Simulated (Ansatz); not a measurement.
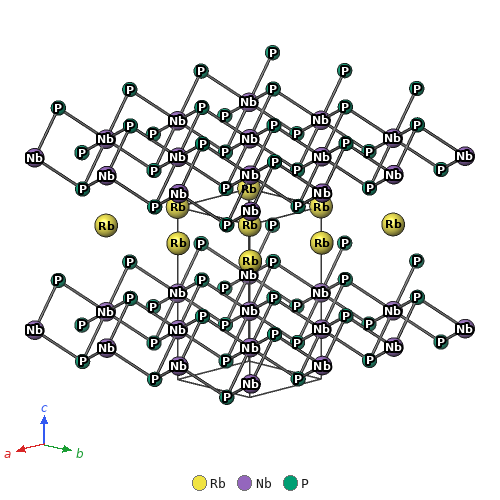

RbNbP₂ (space group P-3m1, No. 164): coordinates from a relaxation with DFT PBE, scalar-relativistic, plane waves, PAW (Ansatz 0.2.0); the starting structure was generated, so it need not be a known form of this composition.

Bonds are taken as Nb–P below 2.9 Å; Rb is left out of the net, as the electropositive filling of the structure. Atoms with one bond or none are removed and atoms with two bonds are replaced by edges, until no such atom is left.

What kind of net remains, and which atoms are its nodes?

Answer. A binodal (3,6)-connected, two-periodic (layers) net: P is a 3-connected node; Nb is a 6-connected node, in the ratio 2:1.

Name the underlying net.

Answer. It is the kgd net, known from the layers of CdI2 (1T type).

How do the layers lie?

Answer. The layers lie parallel to (001).

How many nodes does the smallest cycle have?

Answer. Four.
